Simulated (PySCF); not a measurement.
C3H6OSi, SMILES `[SiH3]OC1C=C1`.

Computed with PySCF, CAM-B3LYP/def2-SVP, geometry: GFN2-xTB. No frequency check shows the geometry to be a minimum. Without diffuse functions Rydberg states are missing, so the states' numbers hold for this basis only.

Input

```python
import numpy as np
from pyscf import gto, scf, dft, tdscf
from pyscf.scf import atom_ks, atom_hf
from scipy.linalg import block_diag

def solve(mol, dm0=None, hcore=None):
    mf = (dft.UKS if mol.spin else dft.RKS)(mol, xc='camb3lyp')
    mf.grids.level = 3
    mf = mf.density_fit(auxbasis='def2-universal-jkfit')
    mf.conv_tol, mf.max_cycle = 1e-8, 80
    if hcore is not None:
        mf.get_hcore = lambda *args: hcore
    mf.kernel(dm0)
    if not mf.converged:
        mf = mf.newton().run(mf.mo_coeff, mf.mo_occ, max_cycle=30)
    assert mf.converged, 'SCF not converged'
    return mf

mol = gto.M(atom='''
Si    -1.57133     0.28603     0.00019
O     -0.40695    -0.83701     0.00033
C      0.97460    -0.71753     0.00069
C      1.66020     0.43199     0.65214
C      1.66016     0.43067    -0.65301
H     -2.73868    -0.57842    -0.00247
H     -1.49368     1.15123     1.18183
H     -1.49375     1.14884    -1.18397
H      1.41230    -1.71179     0.00216
H      1.89921     0.90707     1.57205
H      1.89912     0.90388    -1.57388
''', basis='def2-svp', charge=0, spin=0, verbose=4)
mf = solve(mol)
td = mf.TDA()
td.nstates, td.singlet, td.conv_tol = 6, False, 1e-5
td.kernel()
td.analyze()
x, y = np.array([p[0] for p in td.xy]), np.array([p[1] + 0 * p[0] for p in td.xy])
f, mu = np.zeros(len(td.e)), np.zeros((len(td.e), 3))
nto = [td.get_nto(state=i + 1, verbose=4) for i in range(len(td.e))]
# spherically averaged free atoms, for the promolecule
atm = atom_ks.get_atm_nrks(mol, xc='camb3lyp')
pro = block_diag(*[(atm[a[0]][2] * atm[a[0]][3]) @ atm[a[0]][2].T for a in mol._atom])
np.savez('result.npz', e=td.e, f=f, ok=td.converged, w=[n[0] for n in nto], nto=[n[1] for n in nto], x=x, y=y, c=mf.mo_coeff, occ=mf.mo_occ, eps=mf.mo_energy, pro=pro, mu=mu)
```

Command:

```sh
OMP_NUM_THREADS=1 python input.py
```

The run took 3.5 min on 1 thread of Intel(R) Xeon(R) Platinum 8259CL CPU @ 2.50GHz (Skylake/Cascade Lake) (shared host), peak memory 0.62 GiB.

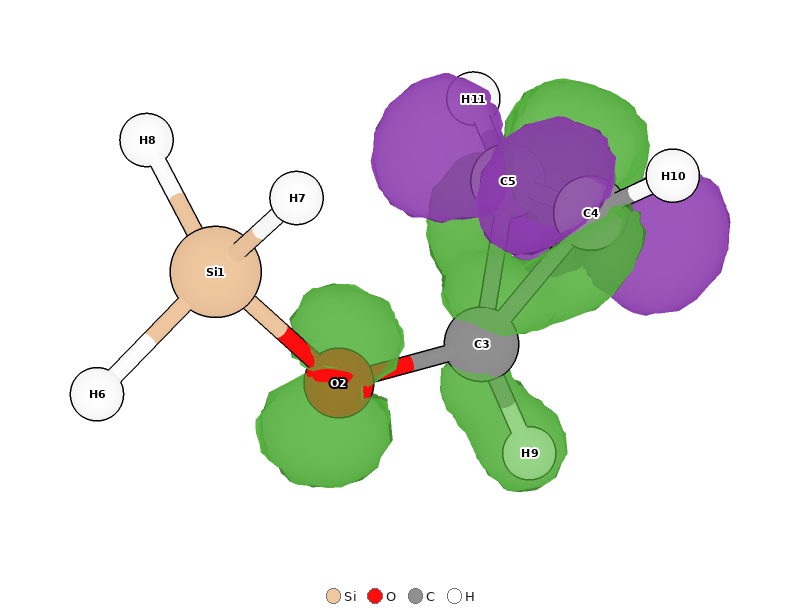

Unrelaxed difference density of T₃ less the ground state (TDA triplet states), ±0.06 e/Å³; purple: gain, green: loss.

### How does the charge move on excitation?

0.75 e is displaced in all, of which about 0.3 e passes between atoms: O2 (0.20 e) and C3 (0.07 e) lose electrons and C4 and C5 (0.14 e each) gain them. The state: 6.78 eV (183 nm), spin-forbidden from the singlet ground state; the leading pair carries 99 %; hole on C4 and C5 (25 % each), O2 (20 %) and C3 (13 %), electron on C4 and C5 (39 % each), H10 and H11 (6 % each) and C3 (6 %); their centroids lie 0.8 Å apart.
